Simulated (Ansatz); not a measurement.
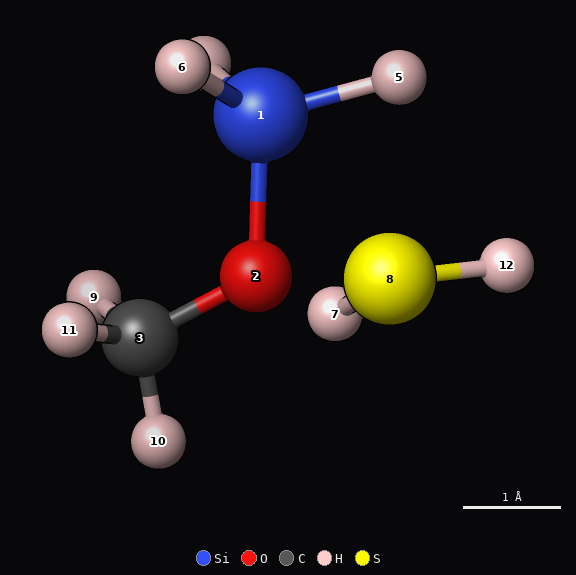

The starting structure (ball-and-stick view, seen at a tilt; atoms are numbered from 1 in the order of the input).

## Run report: CH8OSSi, nudged elastic band (part 1 of 2)

The run: nudged elastic band of CH8OSSi. Method and program: RKS LDA/def2-SVP (Ansatz 0.2.0).

It belongs to a series of runs on one base structure; here: band between the two ends. Figures and captions count atoms from 1; the log counts them from 0 in places.

Input file:
```yaml
crystal:
  periodic: [false, false, false]
  atoms:
    - { symbol: Si, position_ang: [-0.519517, 0.928614, 0.819056] }
    - { symbol: O, position_ang: [-0.209768, 0.048033, -0.583601] }
    - { symbol: C, position_ang: [-1.023031, -1.041353, -0.912805] }
    - { symbol: H, position_ang: [-1.971746, 1.342829, 0.7548] }
    - { symbol: H, position_ang: [0.372749, 2.130066, 0.789432] }
    - { symbol: H, position_ang: [-0.307147, 0.095453, 2.054663] }
    - { symbol: H, position_ang: [1.604959, -0.274041, -0.283442] }
    - { symbol: S, position_ang: [2.758656, -0.192703, 0.477732] }
    - { symbol: H, position_ang: [-2.106294, -0.765367, -0.913855] }
    - { symbol: H, position_ang: [-0.761022, -1.397205, -1.932703] }
    - { symbol: H, position_ang: [-0.890142, -1.898179, -0.207087] }
    - { symbol: H, position_ang: [3.052205, 1.023854, -0.06219] }
basis:
  gaussian: { orbitals: def2-SVP }
hamiltonian:
  xc: lda
neb:
  order_check: false
  images: 7
  f_tol: 0.05
  max_iterations: 60
  final_atoms:
    - { symbol: Si, position_ang: [0.15032748, 1.0051017, 1.31772581] }
    - { symbol: O, position_ang: [-0.30099808, 0.17280731, -1.34629269] }
    - { symbol: C, position_ang: [-0.94307379, -1.05918344, -1.25231048] }
    - { symbol: H, position_ang: [-1.10013842, 0.17822974, 1.29678255] }
    - { symbol: H, position_ang: [0.10671293, 2.22046213, 0.43885864] }
    - { symbol: H, position_ang: [0.40156651, 1.45648653, 2.73674954] }
    - { symbol: H, position_ang: [0.65536081, 0.02064191, -1.14941448] }
    - { symbol: S, position_ang: [1.75731291, -0.35496282, 0.77900903] }
    - { symbol: H, position_ang: [-2.0413687, -0.88696487, -1.28069676] }
    - { symbol: H, position_ang: [-0.69380633, -1.75497162, -2.09205482] }
    - { symbol: H, position_ang: [-0.72158353, -1.59974992, -0.29317384] }
    - { symbol: H, position_ang: [2.72959021, 0.60210436, 0.84481752] }
  initial_path:
    images:
      - { positions_ang: [[-0.519517, 0.928614, 0.819056], [-0.209768, 0.048033, -0.583601], [-1.023031, -1.041353, -0.912805], [-1.971746, 1.342829, 0.7548], [0.372749, 2.130066, 0.789432], [-0.307147, 0.095453, 2.054663], [1.604959, -0.274041, -0.283442], [2.758656, -0.192703, 0.477732], [-2.106294, -0.765367, -0.913855], [-0.761022, -1.397205, -1.932703], [-0.890142, -1.898179, -0.207087], [3.052205, 1.023854, -0.06219]] }
      - { positions_ang: [[-0.42148985, 0.94284431, 0.8659189], [-0.17830273, 0.0190993, -0.63018955], [-1.01154535, -1.0591691, -0.93577559], [-1.87114987, 1.31163928, 0.7511726], [0.39892097, 2.16436088, 0.76732574], [-0.26912541, 0.11278403, 2.0927273], [1.48508176, -0.30474725, -0.3477812], [2.62311746, -0.1294475, 0.55918667], [-2.07725944, -0.76147313, -0.89243471], [-0.79158586, -1.4065851, -1.9604495], [-0.86387455, -1.91427504, -0.24129346], [2.97711488, 1.02497033, -0.0284072]] }
      - { positions_ang: [[-0.32346269, 0.95707461, 0.9127818], [-0.14683747, -0.0098344, -0.67677809], [-1.0000597, -1.0769852, -0.95874618], [-1.77055373, 1.28044955, 0.74754521], [0.42509293, 2.19865575, 0.74521948], [-0.23110382, 0.13011507, 2.13079159], [1.36520451, -0.33545351, -0.4121204], [2.48757892, -0.06619201, 0.64064134], [-2.04822488, -0.75757925, -0.87101442], [-0.82214973, -1.41596519, -1.988196], [-0.8376071, -1.93037109, -0.27549992], [2.90202477, 1.02608666, 0.0053756]] }
      - { positions_ang: [[-0.22543554, 0.97130492, 0.95964471], [-0.1153722, -0.03876811, -0.72336664], [-0.98857405, -1.0948013, -0.98171677], [-1.6699576, 1.24925983, 0.74391781], [0.4512649, 2.23295063, 0.72311322], [-0.19308223, 0.1474461, 2.16885589], [1.24532727, -0.36615976, -0.47645959], [2.35204037, -0.00293651, 0.722096], [-2.01919032, -0.75368538, -0.84959413], [-0.85271359, -1.42534529, -2.01594251], [-0.81133965, -1.94646713, -0.30970638], [2.82693465, 1.02720299, 0.03915839]] }
      - { positions_ang: [[-0.12740838, 0.98553523, 1.00650761], [-0.08390693, -0.06770181, -0.76995519], [-0.9770884, -1.1126174, -1.00468736], [-1.56936147, 1.21807011, 0.74029041], [0.47743686, 2.26724551, 0.70100696], [-0.15506065, 0.16477713, 2.20692019], [1.12545002, -0.39686602, -0.54079879], [2.21650183, 0.06031899, 0.80355067], [-1.99015577, -0.7497915, -0.82817384], [-0.88327745, -1.43472539, -2.04368901], [-0.7850722, -1.96256318, -0.34391284], [2.75184453, 1.02831933, 0.07294119]] }
      - { positions_ang: [[-0.05797442, 0.99042685, 1.08431216], [-0.13817972, -0.00757453, -0.91403956], [-0.96858475, -1.09925891, -1.06659314], [-1.45205571, 0.95811002, 0.87941345], [0.38475588, 2.25554966, 0.63546988], [-0.01590386, 0.48770448, 2.33937752], [1.00792772, -0.29248904, -0.69295271], [2.1017046, -0.04350146, 0.79741526], [-2.002959, -0.78408484, -0.94130457], [-0.83590967, -1.51478694, -2.05578046], [-0.76920003, -1.87185986, -0.33122809], [2.74628095, 0.92176558, 0.26591027]] }
      - { positions_ang: [[0.01145955, 0.99531846, 1.16211671], [-0.19245251, 0.05255275, -1.05812394], [-0.9600811, -1.08590042, -1.12849892], [-1.33474995, 0.69814992, 1.01853648], [0.2920749, 2.24385382, 0.5699328], [0.12325293, 0.81063183, 2.47183486], [0.89040542, -0.18811205, -0.84510664], [1.98690737, -0.14732192, 0.79127985], [-2.01576223, -0.81837819, -1.0544353], [-0.78854189, -1.5948485, -2.06787191], [-0.75332786, -1.78115655, -0.31854334], [2.74071737, 0.81521184, 0.45887936]] }
      - { positions_ang: [[0.08089351, 1.00021008, 1.23992126], [-0.24672529, 0.11268003, -1.20220832], [-0.95157744, -1.07254193, -1.1904047], [-1.21744418, 0.43818983, 1.15765952], [0.19939391, 2.23215797, 0.50439572], [0.26240972, 1.13355918, 2.6042922], [0.77288312, -0.08373507, -0.99726056], [1.87211014, -0.25114237, 0.78514444], [-2.02856547, -0.85267153, -1.16756603], [-0.74117411, -1.67491006, -2.07996337], [-0.73745569, -1.69045323, -0.30585859], [2.73515379, 0.7086581, 0.65184844]] }
      - { positions_ang: [[0.15032748, 1.0051017, 1.31772581], [-0.30099808, 0.17280731, -1.34629269], [-0.94307379, -1.05918344, -1.25231048], [-1.10013842, 0.17822974, 1.29678255], [0.10671293, 2.22046213, 0.43885864], [0.40156651, 1.45648653, 2.73674954], [0.65536081, 0.02064191, -1.14941448], [1.75731291, -0.35496282, 0.77900903], [-2.0413687, -0.88696487, -1.28069676], [-0.69380633, -1.75497162, -2.09205482], [-0.72158353, -1.59974992, -0.29317384], [2.72959021, 0.60210436, 0.84481752]] }
```

Machine: 2 threads of AMD EPYC (Zen 5), 16 GiB of memory available, shared host.

Run as:
```bash
ansatz run input.yaml --threads 2 --pin off --max-ram 3072MiB --backend cpu --events-out ev --progress --plain --runs-dir out
```

The program's output:
```
Engine: ansatz 0.2.0, x86_64-unknown-linux-gnu
Functional definition: SPW92
  exchange = slater_x
  correlation = pw_c
1166 factors; their error is unknown
mean field evaluation 1: about -21817.9725 eV, gradient 5.1e1 eV
mean field evaluation 2: about -21798.8674 eV, gradient 1.1e2 eV
mean field evaluation 4: about -21823.9075 eV, gradient 6.9e0 eV
mean field evaluation 8: about -21823.9366 eV, gradient 1.6e-1 eV
mean field evaluation 16: about -21823.9366 eV, gradient 2.9e-5 eV
mean field -21823.93663695 eV, -802.0148786125 hartree, gradient 2.9e-5 eV, S^2 0.000000; 0 other end points of the search recorded, 0 dependent functions left out
the calculation of the forces begins
reference -21823.93667089 eV, -802.0148798595 hartree; 26, 26 occupied and 78, 78 virtual orbitals, 1166 factors
1166 factors; their error is unknown
mean field evaluation 32: about -21823.8309 eV, gradient 2.4e-4 eV
mean field -21823.83089016 eV, -802.0109924895 hartree, gradient 7.4e-5 eV, S^2 0.000000; 0 other end points of the search recorded, 0 dependent functions left out
[... from here on the field's lines of each further geometry are left out, up to the last ...]
NEB iter   1: max|band force component| = 4.443e0 eV/Å  barrier→ = 1.8112 eV  barrier← = 1.7055 eV  Δτ_max = 0.2000 Å  (240 SCF iters)
NEB iter   2: max|band force component| = 1.663e0 eV/Å  barrier→ = 0.9445 eV  barrier← = 0.8388 eV  Δτ_max = 0.1975 Å  (197 SCF iters)
NEB iter   3: max|band force component| = 1.262e0 eV/Å  barrier→ = 0.8027 eV  barrier← = 0.6970 eV  Δτ_max = 0.2000 Å  (207 SCF iters)
NEB iter   4: max|band force component| = 8.866e-1 eV/Å  barrier→ = 0.7699 eV  barrier← = 0.6641 eV  Δτ_max = 0.1584 Å  (190 SCF iters)
NEB iter   5: max|band force component| = 5.442e-1 eV/Å  barrier→ = 0.7365 eV  barrier← = 0.6308 eV  Δτ_max = 0.1061 Å  (193 SCF iters)
NEB iter   6: max|band force component| = 3.518e-1 eV/Å  barrier→ = 0.7020 eV  barrier← = 0.5963 eV  CI = image 3  Δτ_max = 0.1343 Å  (195 SCF iters)
NEB iter   7: max|band force component| = 3.288e-1 eV/Å  barrier→ = 0.7298 eV  barrier← = 0.6240 eV  CI = image 3  Δτ_max = 0.0666 Å  (198 SCF iters)
NEB iter   8: max|band force component| = 2.809e-1 eV/Å  barrier→ = 0.7102 eV  barrier← = 0.6045 eV  CI = image 3  Δτ_max = 0.0671 Å  (193 SCF iters)
NEB iter   9: max|band force component| = 2.814e-1 eV/Å  barrier→ = 0.6886 eV  barrier← = 0.5829 eV  CI = image 3  Δτ_max = 0.0676 Å  (195 SCF iters)
NEB iter  10: max|band force component| = 1.877e-1 eV/Å  barrier→ = 0.6675 eV  barrier← = 0.5618 eV  CI = image 3  Δτ_max = 0.0668 Å  (196 SCF iters)
NEB iter  11: max|band force component| = 1.280e-1 eV/Å  barrier→ = 0.6569 eV  barrier← = 0.5512 eV  CI = image 3  Δτ_max = 0.0678 Å  (196 SCF iters)
NEB iter  12: max|band force component| = 1.725e-1 eV/Å  barrier→ = 0.6456 eV  barrier← = 0.5399 eV  CI = image 3  Δτ_max = 0.0676 Å  (194 SCF iters)
NEB iter  13: max|band force component| = 1.699e-1 eV/Å  barrier→ = 0.6375 eV  barrier← = 0.5317 eV  CI = image 3  Δτ_max = 0.0661 Å  (192 SCF iters)
NEB iter  14: max|band force component| = 1.513e-1 eV/Å  barrier→ = 0.6317 eV  barrier← = 0.5260 eV  CI = image 3  Δτ_max = 0.0665 Å  (193 SCF iters)
NEB iter  15: max|band force component| = 1.883e-1 eV/Å  barrier→ = 0.6295 eV  barrier← = 0.5238 eV  CI = image 3  Δτ_max = 0.0335 Å  (193 SCF iters)
NEB iter  16: max|band force component| = 3.696e-1 eV/Å  barrier→ = 0.6300 eV  barrier← = 0.5242 eV  CI = image 3  Δτ_max = 0.0166 Å  (199 SCF iters)
NEB iter  17: max|band force component| = 3.572e-1 eV/Å  barrier→ = 0.6304 eV  barrier← = 0.5247 eV  CI = image 3  Δτ_max = 0.0333 Å  (204 SCF iters)
NEB iter  18: max|band force component| = 2.373e-1 eV/Å  barrier→ = 0.6297 eV  barrier← = 0.5240 eV  CI = image 3  Δτ_max = 0.0335 Å  (200 SCF iters)
NEB iter  19: max|band force component| = 1.058e-1 eV/Å  barrier→ = 0.6285 eV  barrier← = 0.5228 eV  CI = image 3  Δτ_max = 0.0666 Å  (202 SCF iters)
NEB iter  20: max|band force component| = 9.286e-2 eV/Å  barrier→ = 0.6271 eV  barrier← = 0.5214 eV  CI = image 3  Δτ_max = 0.0669 Å  (198 SCF iters)
NEB iter  21: max|band force component| = 1.667e-1 eV/Å  barrier→ = 0.6255 eV  barrier← = 0.5198 eV  CI = image 3  Δτ_max = 0.0333 Å  (195 SCF iters)
NEB iter  22: max|band force component| = 1.348e-1 eV/Å  barrier→ = 0.6249 eV  barrier← = 0.5192 eV  CI = image 3  Δτ_max = 0.0333 Å  (202 SCF iters)
NEB iter  23: max|band force component| = 9.671e-2 eV/Å  barrier→ = 0.6243 eV  barrier← = 0.5186 eV  CI = image 3  Δτ_max = 0.0333 Å  (190 SCF iters)
the calculation of the forces begins
reference -21823.80811712 eV, -802.0101555956 hartree; 26, 26 occupied and 78, 78 virtual orbitals, 1166 factors
1166 factors; their error is unknown
mean field evaluation 1408: about -21823.3194 eV, gradient 5.1e0 eV
mean field -21823.31232610 eV, -801.9919356118 hartree, gradient 1.8e-5 eV, S^2 0.000000; 1 other end points of the search recorded, 0 dependent functions left out
the calculation of the forces begins
reference -21823.31236016 eV, -801.9919368633 hartree; 26, 26 occupied and 78, 78 virtual orbitals, 1166 factors
NEB iter  24: max|band force component| = 4.474e-2 eV/Å  barrier→ = 0.6243 eV  barrier← = 0.5186 eV  CI = image 3  Δτ_max = 0.0000 Å  (390 SCF iters)
```
